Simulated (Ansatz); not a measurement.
# BeTlF3: complex band structure, part 3 of 4

Aim: relax a made-up compound, BeTlF3, and see how good a tunnel barrier it would be. It is built by putting Be for Ca in the CaTlF3 structure of space group Cm, with the volume rescaled by atomic radii. The parent structure comes from the Materials Project.

Ansatz 0.2.0; PBE DFT, plane waves, PAW files (the session's first sound run).

So far, gap on the k-mesh (eV): step 3 (the bulk crystal and its band edges) 5.01.

The structure was built from a prototype and need not be the compound's stable phase.

## 6. Complex bands, plane (100), k-mesh 6×8×8

Level of this step: PBE DFT, plane waves, PAW files; complex bands by layer matching along the plane's normal (Ansatz).

The same for the (100) plane, at (0, 0), (0, -0.5) and (-0.3854, -0.3646), to see how the decay depends on direction.

The input, input.yaml:

```yaml
crystal:
  lattice:
    - [4.597532559, 0.0, 0.0]
    - [0.0, 5.994647071, 0.0]
    - [0.720298911, 2.997323535, 3.435588158]
  atoms:
    - { symbol: Be, position: [0.5892729429, 0.3984650774, 0.2030698452] }
    - { symbol: Tl, position: [0.0543544266, 0.9321209986, 0.1357580028] }
    - { symbol: F, position: [0.4541393243, 0.10549694, 0.3612071794] }
    - { symbol: F, position: [0.8824709818, 0.5340351034, 0.9319297932] }
    - { symbol: F, position: [0.4541393243, 0.5332958806, 0.3612071794] }
kpoints:
  mp_grid: { grid: [6, 8, 8] }
scf:
  occupations: { method: fixed }
hamiltonian:
  xc: pbe
output:
  eigenvalues: true
  transmission:
    leads: [[0, 0]]
    kpoints: [[0.0, 0.0], [0.0, -0.5], [-0.3854, -0.3646]]
    e_range: [-1.0, 6.01]
    de: 0.12
```

The run is started by

```bash
$ ansatz run input.yaml --threads 2 --pin off --max-ram 4096MiB --backend cpu --events-out ev --progress --plain --runs-dir out
```

Numbers of over 12 decimals in the logs are rounded to 6 here.

The program printed:

```text
[...]
Crystal: 5 atoms, lattice volume = 94.687 Å³
Basis set: ecut = 420 eV, 1859 PW (Γ)
Bands: 23, of which v1, the nominal top of the filled ones, is band 18 counted from 1 (17 counted from 0)
Symmetry: 2 space group operations
[...]
k-points: 114 of 384 (time reversal used)
[...]
SCF iter   1: F=—  HF=-13966.775539 eV  |F-HF|=—  |Δ(HF+E_count)|=         —  Δρ=1.16e-3  dr2=1.39e-3  ethr=1.77e-3  ⟨swp⟩=4.8  Hψ=10733  notcnv=0  defer=331
[...]
SCF iter   6: F=-13966.776987 eV  HF=-13966.776987 eV  |F-HF|=7.03e-8  |Δ(HF+E_count)|=   1.43e-6  Δρ=7.81e-6  dr2=7.21e-8  ethr=2.78e-10  ⟨swp⟩=7.5  Hψ=10343  notcnv=0
SCF 1 converged in 6 iterations: F = -13966.776987 eV  dr2 = 7.21e-8
[...]
transmission: 5 of 15 steps passed
transmission: 10 of 15 steps passed
transmission: 15 of 15 steps passed
SCF converged after 6 iterations
Free energy (F): -13966.776987 eV
[...]
Internal energy: -13966.776987 eV  (E = F + TS)
E sigma→0 (E₀):  -13966.776987 eV
Fermi energy:    0.321094 eV
[...]
--- Band table (eV; the first three rows and the last of 114) ---
  k-point 0: bands = [... 14 lower, -1.1572, -1.0968, -1.0961, -0.6192, 7.9802, 7.9985, 8.2700, 8.5650, ... 1 higher]
  k-point 1: bands = [... 14 lower, -1.1691, -1.0975, -0.6680, -0.6237, 7.2280, 7.7221, 8.2171, 9.1430, ... 1 higher]
  k-point 2: bands = [... 14 lower, -1.2401, -1.0818, -0.6397, -0.1365, 6.4750, 7.2350, 8.3206, 9.5243, ... 1 higher]
  k-point 113: bands = [... 14 lower, -1.1570, -1.0448, -0.6708, 0.2796, 6.3059, 7.2524, 7.4274, 9.8977, ... 1 higher]
--- Transmission ---
  basis      : 243 plane waves across, 5 finite elements along
  points     : 3, as listed
[...]
crystal 0  : F3Tl1Be1, at the sites [0, 0], period 3.4356 Å: whole cells are its period
[...]
channels       : 0.000000e0 a spin
[...]
slowest decay  : 0.4675 /Å at (0.0000, -0.5000)
```

It took 52 s on 2 threads of Arm Neoverse V2, shared host; peak memory 0.68 GiB.

This step gave:

* Fermi energy: 0.3211 eV
* level to which the leads are filled: 2.506 eV from the Fermi level
* decay constant at the filling level, zone centre: 0.5572 Å⁻¹
* decay constant at the filling level, slowest listed point: 0.4675 Å⁻¹

K parallel (0, 0); values up to 1.5 1/Å, a degenerate pair printed once or twice; energies at which all values exceed this have no row. The Im kz of the slowest decaying states by energy, zero at the highest filled level on the SCF mesh:

| energy (eV) | decay 1 (Å⁻¹) | decay 2 (Å⁻¹) | decay 3 (Å⁻¹) | decay 4 (Å⁻¹) |
| --- | --- | --- | --- | --- |
| -1.000 | 0.226 | 0.510 | 0.576 | 0.598 |
| -0.520 | 0.692 | 0.748 | 0.773 | 0.791 |
| -0.040 | 0.0804 | 0.558 | 0.751 | 0.840 |
| 0.440 | 0.478 | 0.792 | 0.894 | 0.965 |
| 1.040 | 0.532 | 0.827 | 0.934 | 1.00 |
| 1.520 | 0.552 | 0.845 | 0.952 | 1.02 |
| 2.000 | 0.560 | 0.856 | 0.959 | 1.03 |
| 2.480 | 0.557 | 0.861 | 0.956 | 1.04 |
| 2.960 | 0.547 | 0.860 | 0.942 | 1.05 |
| 3.440 | 0.528 | 0.855 | 0.914 | 1.05 |
| 4.040 | 0.492 | 0.841 | 0.855 | 1.05 |
| 4.520 | 0.451 | 0.783 | 0.824 | 1.06 |
| 5.000 | 0.395 | 0.687 | 0.801 | 1.06 |
| 5.480 | 0.306 | 0.566 | 0.773 | 1.07 |

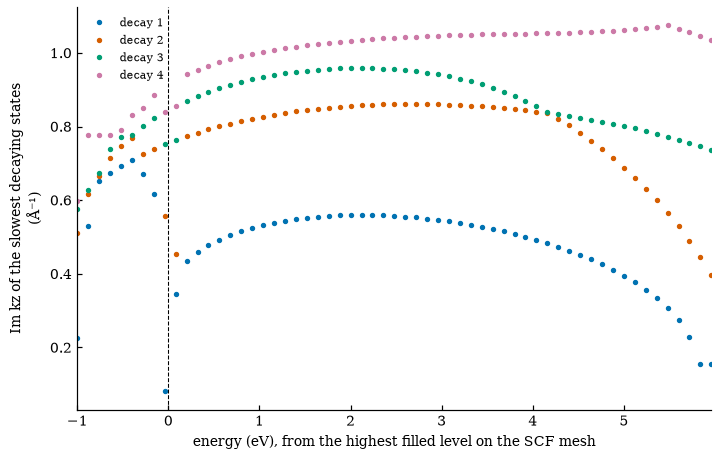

Im kz of the slowest decaying states, plotted against energy.

K parallel (0, -0.5); values up to 1.5 1/Å, a degenerate pair printed once or twice; energies at which all values exceed this have no row. The Im kz of the slowest decaying states by energy, zero at the highest filled level on the SCF mesh:

| energy (eV) | decay 1 (Å⁻¹) | decay 2 (Å⁻¹) | decay 3 (Å⁻¹) | decay 4 (Å⁻¹) |
| --- | --- | --- | --- | --- |
| -1.00 | 0.651 | 0.729 | 1.11 | - |
| -0.04 | 0.755 | 0.976 | 1.15 | - |
| 1.04 | 0.454 | 0.855 | 1.11 | 1.22 |
| 2.00 | 0.478 | 0.895 | 1.15 | 1.26 |
| 2.96 | 0.445 | 0.911 | 1.15 | 1.29 |
| 4.04 | 0.340 | 0.908 | 1.14 | 1.31 |
| 5.00 | 0.0417 | 0.889 | 1.11 | 1.28 |

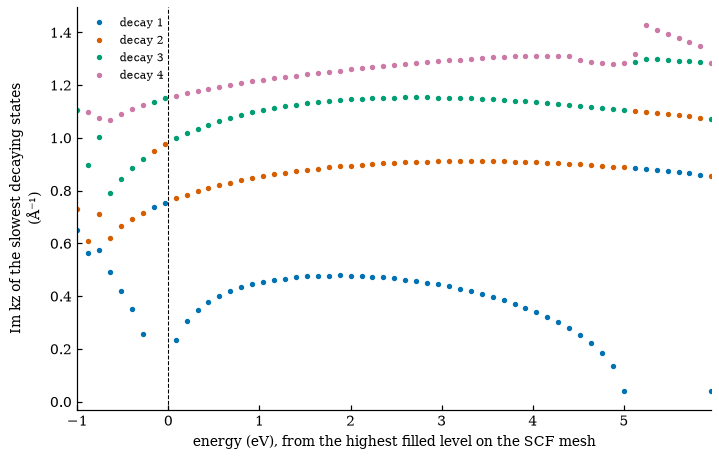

Im kz of the slowest decaying states against energy.

K parallel (-0.3854, -0.3646); values up to 1.5 1/Å, a degenerate pair printed once or twice; energies at which all values exceed this have no row. Table of Im kz of the slowest decaying states by energy, zero at the highest filled level on the SCF mesh:

| energy (eV) | decay 1 (Å⁻¹) | decay 2 (Å⁻¹) | decay 3 (Å⁻¹) | decay 4 (Å⁻¹) |
| --- | --- | --- | --- | --- |
| -1.00 | 0.480 | 0.493 | 0.502 | 0.506 |
| -0.04 | 0.424 | 0.727 | 0.775 | 0.868 |
| 1.04 | 0.636 | 0.644 | 0.821 | 0.824 |
| 2.00 | 0.652 | 0.706 | 0.788 | 0.837 |
| 2.96 | 0.617 | 0.697 | 0.722 | 0.822 |
| 4.04 | 0.534 | 0.605 | 0.611 | 0.771 |
| 5.00 | 0.403 | 0.448 | 0.462 | 0.689 |

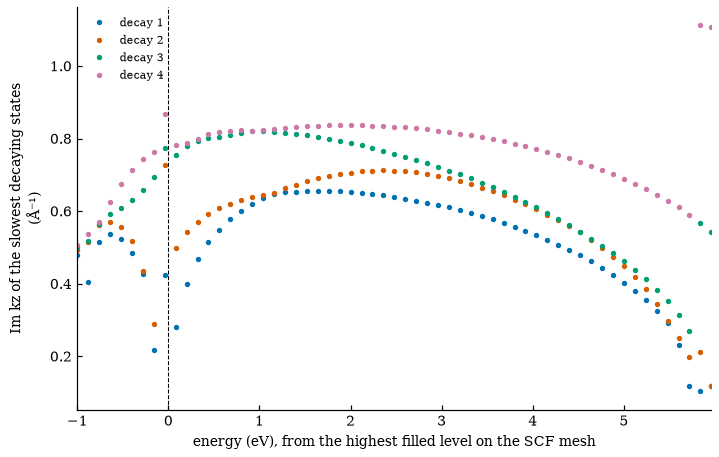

Im kz of the slowest decaying states against energy.

At the listed wavevectors the last open channel is at -0.04 eV and the next at +5.12 eV on the grid. At +2.48 eV, the grid energy nearest the filling level (the middle of the gap on the SCF mesh), the slowest state at the listed wavevectors decays with κ = 0.468 Å⁻¹, its amplitude falling by e over 2.1 Å; the first such run, plane (001), gave 0.414 Å⁻¹.

## 7. Band edges at another level

This step: LDA DFT, plane waves, PAW files (Ansatz 0.2.0).

The edges again with LDA, at the same atoms.

The input, input.yaml:

```yaml
crystal:
  lattice:
    - [3.4926310788, -2.9973235353, 0.3516029841]
    - [3.4926310788, 2.9973235353, 0.3516029841]
    - [0.4879477759, 0.0, 4.571565662]
  atoms:
    - { symbol: Be, position: [0.6015349226, 0.6015349226, 0.5892729429] }
    - { symbol: Tl, position: [0.0678790014, 0.0678790014, 1.0543544266] }
    - { symbol: F, position: [0.4667041194, -0.10549694, 0.4541393243] }
    - { symbol: F, position: [0.4659648966, 0.4659648966, 0.8824709818] }
    - { symbol: F, position: [-0.10549694, 0.4667041194, 0.4541393243] }
kpoints:
  mp_grid: { grid: [6, 6, 6] }
  band_path: { path: [VBM, CBM], npoints: 30 }
scf:
  occupations: { method: fixed }
hamiltonian:
  xc: lda
output:
  eigenvalues: true
```

The program printed:

```text
[...]
Crystal: 5 atoms, lattice volume = 94.687 Å³
Basis set: ecut = 420 eV, 1859 PW (Γ)
Bands: 23, of which v1, the nominal top of the filled ones, is band 18 counted from 1 (17 counted from 0)
Symmetry: 2 space group operations
[...]
k-points: 68 of 216 (time reversal used)
[...]
SCF iter   1: F=—  HF=-13620.194235 eV  |F-HF|=—  |Δ(HF+E_count)|=         —  Δρ=1.36e-2  dr2=1.32e-1  ethr=1.77e-3  ⟨swp⟩=4.9  Hψ=6396  notcnv=0  defer=195
[...]
SCF iter   8: F=-13620.154218 eV  HF=-13620.154218 eV  |F-HF|=2.47e-9  |Δ(HF+E_count)|=   3.49e-8  Δρ=3.63e-6  dr2=1.06e-8  ethr=2.78e-10  ⟨swp⟩=1.0  Hψ=4555  notcnv=0
SCF 1 converged in 8 iterations: F = -13620.154218 eV  dr2 = 1.06e-8
[...]
SCF converged after 8 iterations
Free energy (F): -13620.154218 eV
[...]
Internal energy: -13620.154218 eV  (E = F + TS)
E sigma→0 (E₀):  -13620.154218 eV
Fermi energy:    -0.125312 eV
[...]
--- Band table (eV; the first three rows and the last of 68) ---
  k-point 0: bands = [... 14 lower, -1.6611, -1.5036, -1.5027, -1.0206, 7.3710, 7.3896, 7.6754, 7.8721, ... 1 higher]
  k-point 1: bands = [... 14 lower, -1.5749, -1.5217, -1.0365, -1.0315, 6.3135, 7.4493, 7.6835, 8.4417, ... 1 higher]
  k-point 2: bands = [... 14 lower, -1.5852, -1.5678, -1.0667, -0.4262, 5.1586, 7.6049, 7.7753, 8.7746, ... 1 higher]
  k-point 67: bands = [... 14 lower, -1.3841, -1.3796, -0.9157, -0.6193, 5.7747, 6.7512, 6.7645, 8.7620, ... 1 higher]
```

It took 31 s on 2 threads; peak memory 0.37 GiB.

This step gave:

| Item | Value |
| --- | --- |
| free energy | -13620.1542 eV |
| Fermi energy | -0.1253 eV |
| gap on the k-mesh | 4.810 eV |
| gap on path | 4.809 eV, by band count; negative where bands overlap |
| direct gap on path | 4.842 eV |
| edge places on path | 0, 1.340 1/A along the path |

The electronic bands at the labelled points (eV, zero at the Fermi level (highest filled level under fixed occupations); v1 is the highest filled band, c1 the lowest empty one):

| point | v4 | v3 | v2 | v1 | c1 | c2 | c3 |
| --- | --- | --- | --- | --- | --- | --- | --- |
| VBM | -1.57 | -1.36 | -0.98 | 0.00 | 5.66 | 6.22 | 7.95 |
| CBM | -1.47 | -1.46 | -0.95 | -0.03 | 4.81 | 7.81 | 7.95 |

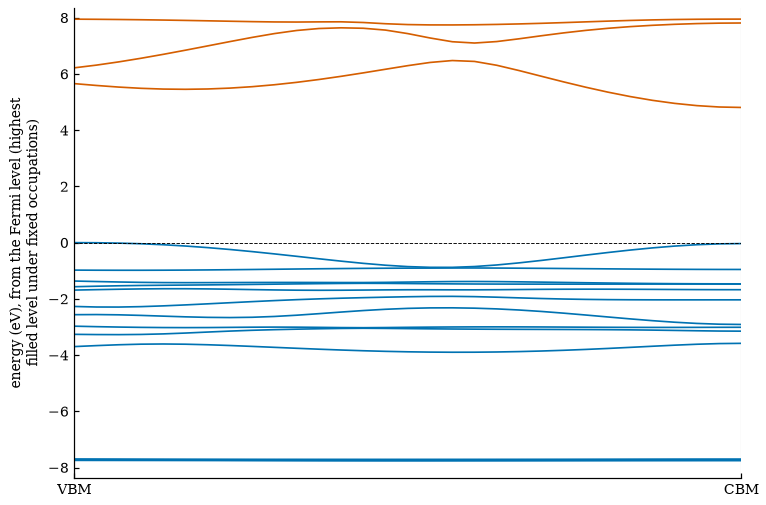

Electronic bands along the path; lines of filled and empty bands in two colours.

The searched edges give 4.81 eV, as on the mesh.

Between step 3 and this run (LDA) the value for the gap on the k-mesh moves from 5.01 eV to 4.81 eV.

## 8. Complex bands at another level

This step: LDA DFT, plane waves, PAW files; complex bands by layer matching along the plane's normal (Ansatz 0.2.0).

The complex bands at that level, over its own gap, at (0, 0) and (-0.5, 0).

The input, input.yaml:

```yaml
crystal:
  lattice:
    - [4.615847147, 0.0, 0.0]
    - [0.723192954, 4.558841611, 0.0]
    - [0.717440936, 0.612600679, 4.499700495]
  atoms:
    - { symbol: Be, position: [0.6015349226, 0.6015349226, 0.5892729429] }
    - { symbol: Tl, position: [0.0678790014, 0.0678790014, 0.0543544266] }
    - { symbol: F, position: [0.4667041194, 0.89450306, 0.4541393243] }
    - { symbol: F, position: [0.4659648966, 0.4659648966, 0.8824709818] }
    - { symbol: F, position: [0.89450306, 0.4667041194, 0.4541393243] }
kpoints:
  mp_grid: { grid: [6, 6, 6] }
scf:
  occupations: { method: fixed }
hamiltonian:
  xc: lda
output:
  eigenvalues: true
  transmission:
    leads: [[0, 0]]
    kpoints: [[0.0, 0.0], [-0.5, 0.0]]
    e_range: [-1.0, 5.81]
    de: 0.14
```

The program printed:

```text
[...]
Crystal: 5 atoms, lattice volume = 94.687 Å³
Basis set: ecut = 420 eV, 1859 PW (Γ)
Bands: 23, of which v1, the nominal top of the filled ones, is band 18 counted from 1 (17 counted from 0)
Symmetry: 2 space group operations
[...]
k-points: 68 of 216 (time reversal used)
[...]
SCF iter   1: F=—  HF=-13620.194238 eV  |F-HF|=—  |Δ(HF+E_count)|=         —  Δρ=1.36e-2  dr2=1.32e-1  ethr=1.77e-3  ⟨swp⟩=4.9  Hψ=6396  notcnv=0  defer=195
[...]
SCF iter   8: F=-13620.154218 eV  HF=-13620.154218 eV  |F-HF|=1.69e-9  |Δ(HF+E_count)|=   3.35e-8  Δρ=3.47e-6  dr2=1.02e-8  ethr=2.78e-10  ⟨swp⟩=1.0  Hψ=4565  notcnv=0
SCF 1 converged in 8 iterations: F = -13620.154218 eV  dr2 = 1.02e-8
[...]
transmission: 7 of 14 steps passed
transmission: 14 of 14 steps passed
SCF converged after 8 iterations
Free energy (F): -13620.154218 eV
[...]
Internal energy: -13620.154218 eV  (E = F + TS)
E sigma→0 (E₀):  -13620.154218 eV
Fermi energy:    -0.125312 eV
[...]
--- Band table (eV; the first three rows and the last of 68) ---
  k-point 0: bands = [... 14 lower, -1.6611, -1.5036, -1.5027, -1.0206, 7.3710, 7.3896, 7.6754, 7.8721, ... 1 higher]
  k-point 1: bands = [... 14 lower, -1.5749, -1.5217, -1.0365, -1.0315, 6.3135, 7.4493, 7.6835, 8.4417, ... 1 higher]
  k-point 2: bands = [... 14 lower, -1.5852, -1.5678, -1.0667, -0.4262, 5.1586, 7.6049, 7.7753, 8.7746, ... 1 higher]
  k-point 67: bands = [... 14 lower, -1.3841, -1.3796, -0.9157, -0.6193, 5.7747, 6.7512, 6.7645, 8.7620, ... 1 higher]
--- Transmission ---
  basis      : 185 plane waves across, 7 finite elements along
  points     : 2, as listed
[...]
crystal 0  : F3Tl1Be1, at the sites [0, 0], period 4.4997 Å: whole cells are its period
[...]
channels       : 0.000000e0 a spin
[...]
slowest decay  : 0.4026 /Å at (0.0000, 0.0000)
```

Wall time 27 s (2 threads); peak memory 0.48 GiB.

Numbers from this step:

| Property | Result |
| --- | --- |
| level to which the leads are filled | 2.405 eV from the Fermi level |
| decay constant at the filling level, zone centre | 0.4026 Å⁻¹ |
| decay constant at the filling level, slowest listed point | 0.4026 Å⁻¹ |

K parallel (0, 0); values up to 1.5 1/Å, a degenerate pair printed once or twice; energies at which all values exceed this have no row. The Im kz of the slowest decaying states by energy, zero at the highest filled level on the SCF mesh:

| energy (eV) | decay 1 (Å⁻¹) | decay 2 (Å⁻¹) | decay 3 (Å⁻¹) | decay 4 (Å⁻¹) |
| --- | --- | --- | --- | --- |
| -1.00 | 0.381 | 0.665 | 0.724 | 0.877 |
| -0.02 | 0.0391 | 0.847 | 0.999 | 1.07 |
| 0.96 | 0.352 | 0.943 | 0.971 | 1.04 |
| 1.94 | 0.405 | 0.913 | 1.04 | 1.11 |
| 3.06 | 0.373 | 0.884 | 1.00 | 1.13 |
| 4.04 | 0.272 | 0.840 | 0.954 | 1.09 |
| 5.02 | 0.774 | 0.847 | 0.927 | 1.05 |

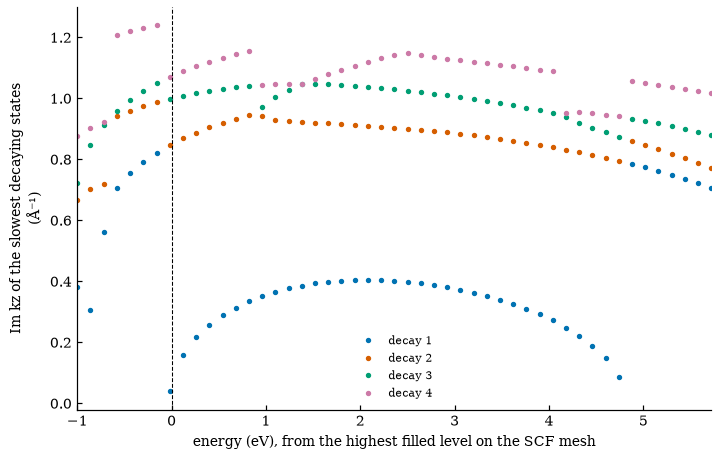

Im kz of the slowest decaying states against energy.

K parallel (-0.5, 0); values up to 1.5 1/Å, a degenerate pair printed once or twice; energies at which all values exceed this have no row. Table of Im kz of the slowest decaying states by energy, zero at the highest filled level on the SCF mesh:

| energy (eV) | decay 1 (Å⁻¹) | decay 2 (Å⁻¹) | decay 3 (Å⁻¹) | decay 4 (Å⁻¹) |
| --- | --- | --- | --- | --- |
| -1.000 | 0.297 | 0.654 | 0.747 | 1.02 |
| -0.440 | 0.531 | 0.689 | 0.906 | 0.921 |
| -0.020 | 0.343 | 0.747 | 0.768 | 1.000 |
| 0.540 | 0.611 | 0.739 | 0.980 | 1.13 |
| 0.960 | 0.619 | 0.721 | 1.05 | 1.17 |
| 1.520 | 0.612 | 0.695 | 1.16 | 1.18 |
| 1.940 | 0.597 | 0.672 | 1.15 | 1.17 |
| 2.500 | 0.563 | 0.637 | 1.11 | 1.16 |
| 3.060 | 0.514 | 0.594 | 1.08 | 1.14 |
| 3.480 | 0.463 | 0.557 | 1.07 | 1.12 |
| 4.040 | 0.369 | 0.499 | 1.04 | 1.09 |
| 4.460 | 0.259 | 0.446 | 1.03 | 1.07 |
| 5.020 | 0.355 | 1.00 | 1.02 | 1.33 |
| 5.440 | 0.257 | 0.961 | 0.980 | 1.01 |

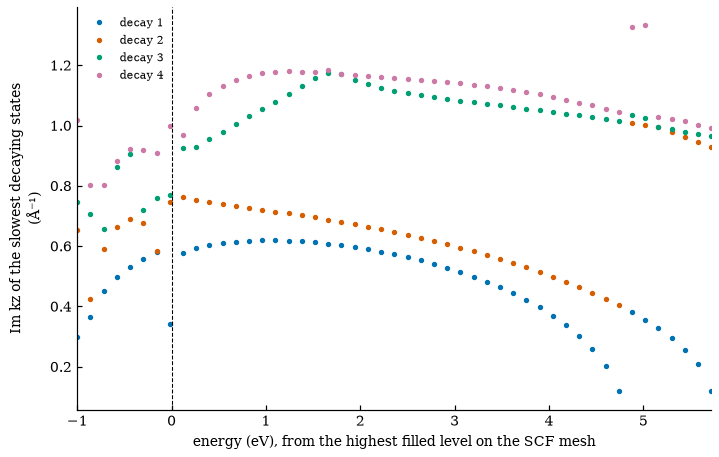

Im kz of the slowest decaying states, plotted against energy.

At the listed wavevectors the last open channel is at -0.16 eV and the next at +4.88 eV on the grid. At +2.36 eV, the grid energy nearest the filling level (the middle of the gap on the SCF mesh), the slowest state at the listed wavevectors decays with κ = 0.403 Å⁻¹, its amplitude falling by e over 2.5 Å; the first such run, plane (001), gave 0.414 Å⁻¹ over as many of its listed wavevectors.

(Continued in part 4 of 4.)

[Logs are printed without paths, hosts, clocks, repeated set-up lines and the standing remarks that a program may print on its own settings, such as how far it seeks lower states.]

[Hosts, paths, dates, database ids (printed as entryN), source tags and the programs' standing remarks are cut or masked in the printed files.]
